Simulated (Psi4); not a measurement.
# BHBr2 (SMILES BrBBr), step by step

Aim: a series of 10 runs (PBE-D4/def2-SVP, PBE0-D4/def2-TZVP, PBE-D4/def2-TZVPP, r2SCAN-D4/def2-TZVPP, B3LYP-D4/def2-TZVPP, PBE0-D4/def2-TZVPP, wB97M-V/def2-TZVPP, CCSD(T)/def2-TZVPP, and more) of BHBr2. 

Program for the calculation: Psi4 1.11.

**1. The structure to begin with**

BHBr2 has 4 atoms, charge 0, and is taken as a singlet. SMILES: `BrBBr`. The coordinates come from a GFN2-xTB, rattled relaxation. The run starts from this shape.

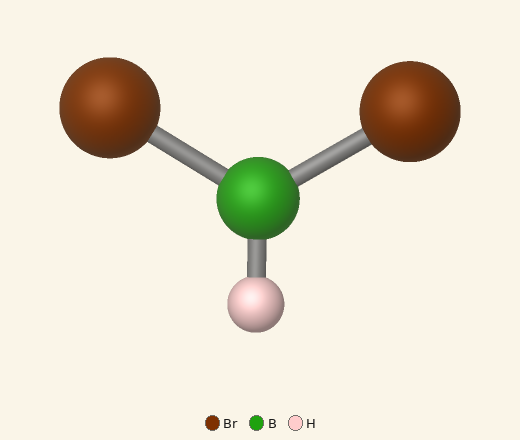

Viewed from a chosen angle; bromine brown, boron green, hydrogen pink.

**2. A geometry optimisation at PBE-D4/def2-SVP (density fitting) (run 1)**

Input file input.dat:

```
memory 3.3 GB

molecule geom {
  0 1
  Br     0.725579     0.200749     1.615205
  B     -0.148540     0.044398    -0.001398
  Br     0.754637    -0.668357    -1.424450
  H     -1.198992     0.389926    -0.121255
  symmetry c1
}

set scf_type df
set geom_maxiter 60
set max_force_g_convergence 0.0005

result, w = opt("pbe-d4/def2-SVP", return_wfn=True)
```

Launch:

```console
$ psi4 -i input.dat -o output.dat -n 2
```

output.dat:

```text
[...]
  Running in c1 symmetry.
[...]
  Nuclear repulsion =  322.544894823242942
[...]
  Multiplicity = 1
[...]
  Nalpha       = 38
  Nbeta        = 38
[...]
    Number of basis functions: 83
[...]
   @DF-RKS iter   1: -5171.70956301679962   -2.06604e+00   2.39953e-02 ADIIS/DIIS
[...]
   @DF-RKS iter   8: -5172.36645122626942    5.45697e-12   5.16813e-09 DIIS
[...]
  @DF-RKS Final Energy: -5172.36645122626942
   => Energetics <=
    Nuclear Repulsion Energy =            308.2044736472655018
    One-Electron Energy =               -7811.4010680823694202
    Two-Electron Energy =                2517.0780603907724071
    DFT Exchange-Correlation Energy =    -186.2444146291985021
    Empirical Dispersion Energy =          -0.0035025527391318
    VV10 Nonlocal Energy =                  0.0000000000000000
    Total Energy =                      -5172.3664512262694188
[...]
 Multipole Moments:
 ------------------------------------------------------------------------------------
     Multipole            Electronic (a.u.)      Nuclear  (a.u.)        Total (a.u.)
 ------------------------------------------------------------------------------------
 L = 1.  Multiply by 2.5417464519 to convert [e a0] to [Debye]
 Dipole X            :          2.1772063           -2.2233771           -0.0461708
 Dipole Y            :         -0.7035803            0.7185444            0.0149641
 Dipole Z            :          0.2299111           -0.2346420           -0.0047309
 Magnitude           :                                                    0.0487653
[...]
  -Total Gradient:
     Atom            X                  Y                   Z
    ------   -----------------  -----------------  -----------------
       1        0.000072338917    -0.000020113713     0.000020943089
       2        0.000353467423    -0.000106211268     0.000059501229
       3        0.000102734408    -0.000047637129    -0.000038493976
       4       -0.000360353979     0.000119585167    -0.000024267453
[...]
    Final optimized geometry and variables:
    Molecular point group: c1
    Full point group: C1
    Geometry (in Angstrom), charge = 0, multiplicity = 1:
    BR           0.048446939807     0.436203608303     1.604360051173
    B           -0.810602084478     0.261968426474    -0.085588658464
    BR           0.089605116279    -0.480818923772    -1.589785039855
    H           -1.955372045818     0.631931244241    -0.206349297414
    Psi4 run time: 0:03:25.57
[...]
```

Standard output:

```text
Optimizer: Optimization complete!
```

It took 3.5 min on 2 threads of Intel Xeon at 2.50GHz (Skylake/Cascade Lake), shared host; peak memory 0.49 GiB.

Step by step:

```
step  energy from the first frame kept (eV)  largest force (eV/Å)
   0                                 0.0000                2.8578
   1                                -0.2478                0.3372
   2                                -0.2454                0.2361
   3                                -0.2318                0.9033
   4                                -0.2470                0.2539
   5                                -0.2496                0.0196
```

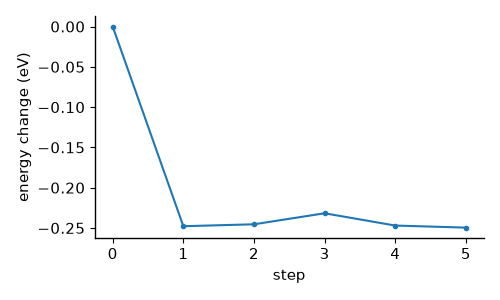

Energy along the run.

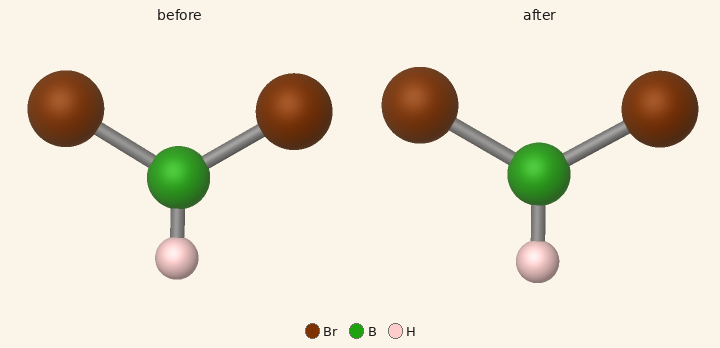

Before and after, at one scale.

After the run. Bond lengths: Br1–B2 1.904 Å, B2–Br3 1.904 Å, B2–H4 1.209 Å. Angles: Br1–B2–Br3 121.6°, Br1–B2–H4 119.2°, Br3–B2–H4 119.2°.

**3. A geometry optimisation at PBE0-D4/def2-TZVP (density fitting) (run 2)**

Input file bbr2h.in:

```
memory 3300 mb

molecule molecule1 {
  0 1
  Br     0.719450     0.224133     1.692180
  B     -0.139599     0.049897     0.002231
  Br     0.760609    -0.692890    -1.501966
  H     -1.284369     0.419860    -0.118530
  symmetry c1
}

set {
  basis                   def2-TZVP
  scf_type                df
  geom_maxiter            50
  max_force_g_convergence 0.0002
}

energy_value, wavefunction = optimize('pbe0-d4', return_wfn=True)
```

Launch:

```console
$ psi4 -n 2 bbr2h.in bbr2h.out
```

bbr2h.out:

```text
[...]
  Running in c1 symmetry.
[...]
  Nuclear repulsion =  308.204384329464858
[...]
  Multiplicity = 1
[...]
  Nalpha       = 38
  Nbeta        = 38
[...]
    Number of basis functions: 133
[...]
   @DF-RKS iter   1: -5172.60402624632388   -2.49953e+00   1.56821e-02 ADIIS/DIIS
[...]
   @DF-RKS iter   6: -5173.20058461295685   -4.82032e-11   8.12742e-09 DIIS
[...]
  @DF-RKS Final Energy: -5173.20058461295685
   => Energetics <=
    Nuclear Repulsion Energy =            310.5351555329690427
    One-Electron Energy =               -7817.4075122884714801
    Two-Electron Energy =                2474.2982333928812295
    DFT Exchange-Correlation Energy =    -140.6234943431815054
    Empirical Dispersion Energy =          -0.0029669071535621
    VV10 Nonlocal Energy =                  0.0000000000000000
    Total Energy =                      -5173.2005846129568454
[...]
 Multipole Moments:
 ------------------------------------------------------------------------------------
     Multipole            Electronic (a.u.)      Nuclear  (a.u.)        Total (a.u.)
 ------------------------------------------------------------------------------------
 L = 1.  Multiply by 2.5417464519 to convert [e a0] to [Debye]
 Dipole X            :          2.0643227           -2.1957424           -0.1314197
 Dipole Y            :         -0.6662699            0.7095997            0.0433298
 Dipole Z            :          0.2177462           -0.2318984           -0.0141521
 Magnitude           :                                                    0.1391003
[...]
  -Total Gradient:
     Atom            X                  Y                   Z
    ------   -----------------  -----------------  -----------------
       1        0.000025254769    -0.000100593860     0.000100999909
       2        0.000065654739     0.000371475458    -0.000109194187
       3        0.000027066064    -0.000138232958    -0.000029963022
       4        0.000027540356    -0.000180993121     0.000053911835
[...]
    Final optimized geometry and variables:
    Molecular point group: c1
    Full point group: C1
    Geometry (in Angstrom), charge = 0, multiplicity = 1:
    BR           0.048223294784     0.432696316857     1.592346365370
    B           -0.806611174609     0.263260600528    -0.085942857189
    BR           0.088945154161    -0.477379089017    -1.577756428942
    H           -1.929776669243     0.623097995882    -0.203648811699
    Psi4 run time: 0:01:49.18
[...]
```

On the terminal:

```text
Optimizer: Optimization complete!
```

Run time: 1.9 min. Hardware: 2 threads of Intel Xeon at 2.50GHz (Skylake/Cascade Lake), shared host; peak memory 0.68 GiB.

Step by step:

| step | energy from the first frame kept (eV) | largest force (eV/Å) |
| --- | --- | --- |
| 0 | 0.0000 | 0.5631 |
| 1 | -0.0104 | 0.0539 |
| 2 | -0.0106 | 0.0202 |

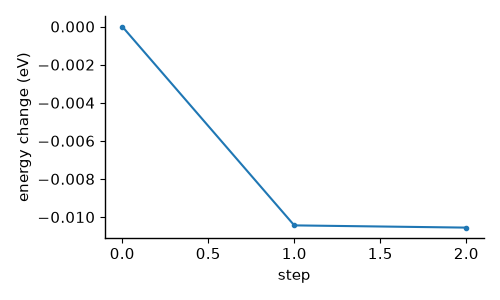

Energy along the run.

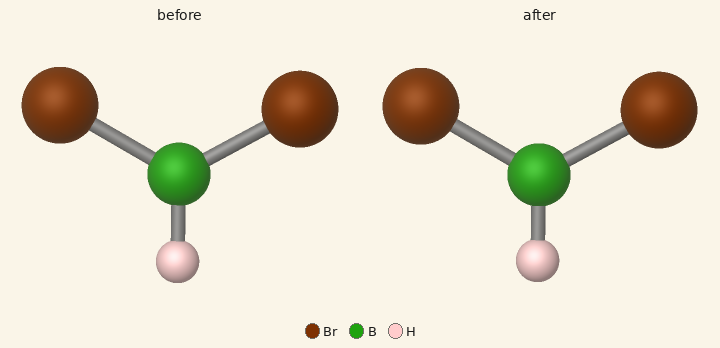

Before and after, at one scale.

After the run. Bond lengths: Br1–B2 1.891 Å, B2–Br3 1.891 Å, B2–H4 1.185 Å. Angles: Br1–B2–Br3 121.4°, Br1–B2–H4 119.3°, Br3–B2–H4 119.3°.

Runs 3 to 9 aren't shown in full; the table further down has their settings and results.

**4. A single-point energy at MP2/def2-QZVPP (density fitting, density fitting for correlation) (run 10)**

Input file input.dat:

```
memory 3.3 GB

molecule {
  Br
  B 1 1.891059
  Br 2 1.891052 1 121.40851
  H 2 1.185258 3 119.29642 1 -179.63491
  symmetry c1
}

set scf_type df
set num_frozen_docc 19

E, wfn = energy('mp2/def2-QZVPP', return_wfn=True)
print_variables()
```

Launch:

```console
$ psi4 -i input.dat -o output.dat -n 2
```

output.dat:

```text
[...]
  Running in c1 symmetry.
[...]
  Nuclear repulsion =  310.535182463337947
[...]
  Multiplicity = 1
[...]
  Nalpha       = 38
  Nbeta        = 38
[...]
    Number of basis functions: 265
[...]
   @DF-RHF iter   1: -5169.72776322564914   -3.22976e+00   9.07901e-03 DIIS/ADIIS
[...]
   @DF-RHF iter  11: -5170.26942189813508   -6.45741e-11   6.71528e-09 DIIS
[...]
    Orbital Energies [Eh]
    ---------------------
    Doubly Occupied:
       1A   -490.037440     2A   -490.037438     3A    -65.178371
       4A    -65.178369     5A    -58.533296     6A    -58.533294
       7A    -58.532865     8A    -58.532863     9A    -58.532575
      10A    -58.532573    11A     -9.851638    12A     -9.851633
      13A     -7.721884    14A     -7.461436    15A     -7.461431
      16A     -7.458420    17A     -7.458418    18A     -7.457111
      19A     -7.457109    20A     -3.204511    21A     -3.204509
      22A     -3.202917    23A     -3.202913    24A     -3.201224
      25A     -3.201222    26A     -3.197367    27A     -3.197358
      28A     -3.197230    29A     -3.197223    30A     -1.066081
      31A     -1.024179    32A     -0.691503    33A     -0.564841
      34A     -0.529852    35A     -0.476284    36A     -0.429811
[...]
  @DF-RHF Final Energy: -5170.26942189813508
   => Energetics <=
    Nuclear Repulsion Energy =            310.5351824633379465
    One-Electron Energy =               -7818.7152201378175960
    Two-Electron Energy =                2337.9106157763449119
    Total Energy =                      -5170.2694218981341692
[...]
 Multipole Moments:
 ------------------------------------------------------------------------------------
     Multipole            Electronic (a.u.)      Nuclear  (a.u.)        Total (a.u.)
 ------------------------------------------------------------------------------------
 L = 1.  Multiply by 2.5417464519 to convert [e a0] to [Debye]
 Dipole X            :         -0.0075946            0.0068339           -0.0007607
 Dipole Y            :         -1.7894387            2.0225711            0.2331323
 Dipole Z            :         -1.0039586            1.1347917            0.1308332
 Magnitude           :                                                    0.2673361
[...]
```

Run time: 42 s. Hardware: 2 threads of Intel Xeon at 2.50GHz (Skylake/Cascade Lake), shared host; peak memory 0.79 GiB.

**5. The series**

| run | level | geom maxiter | max force g convergence | energy (Eh) | dipole moment (D) | HOMO energy (eV) | LUMO energy (eV) | wall time |
| --- | --- | --- | --- | --- | --- | --- | --- | --- |
| 1 | PBE-D4/def2-SVP (density fitting) | 60 | 0.0005 | -5172.366451 | 0.12 | -7.12 | -2.82 | 3.5 min |
| 2 | PBE0-D4/def2-TZVP (density fitting) | 50 | 0.0002 | -5173.200585 | 0.35 | -8.54 | -2.04 | 1.9 min |
| 3 | PBE0-D4/def2-TZVP (density fitting) | – | – | timeout | – | – | – | 7.2 min |
| 4 | PBE-D4/def2-TZVPP (density fitting) | – | – | -5173.016225 | 0.22 | -7.26 | -2.93 | 37 s |
| 5 | r2SCAN-D4/def2-TZVPP (density fitting) | – | – | -5173.783480 | 0.33 | -7.59 | -2.67 | 78 s |
| 6 | B3LYP-D4/def2-TZVPP (density fitting) | – | – | -5173.895362 | 0.35 | -8.26 | -2.20 | 52 s |
| 7 | PBE0-D4/def2-TZVPP (density fitting) | – | – | -5173.200816 | 0.35 | -8.54 | -2.04 | 36 s |
| 8 | wB97M-V/def2-TZVPP (density fitting) | – | – | timeout | – | – | – | 2 min |
| 9 | CCSD(T)/def2-TZVPP (density fitting, density fitting for correlation) | – | – | timeout | – | – | – | 8.2 min |
| 10 | MP2/def2-QZVPP (density fitting, density fitting for correlation) | – | – | -5171.562154 | – | -11.43 | 1.45 | 42 s |

**6. What came out**

| quantity | value |
| --- | --- |
| run 10, MP2/def2-QZVPP: total energy | -5171.56215 Eh |
| run 10, MP2/def2-QZVPP: HOMO energy (Hartree–Fock orbitals) | -11.43 eV |
| run 10, MP2/def2-QZVPP: LUMO energy (Hartree–Fock orbitals) | 1.45 eV |
| run 10, MP2/def2-QZVPP: HOMO–LUMO gap (Hartree–Fock orbitals) | 12.88 eV |
| run 10, MP2/def2-QZVPP: correlation energy (19 core orbitals frozen) | -1292.7 mEh |

In words: Over runs 4, 5, 6, 7 the dipole moment (its size) runs from 0.22 D (PBE-D4/def2-TZVPP) to 0.35 D (PBE0-D4/def2-TZVPP). Over runs 4, 5, 6, 7 the HOMO–LUMO gap runs from 4.33 eV (PBE-D4/def2-TZVPP) to 6.50 eV (PBE0-D4/def2-TZVPP). Totals of different functionals can't be ranked against each other. All runs together took 27 min, the longest 8.2 min. 3 of the 10 runs did not end normally.
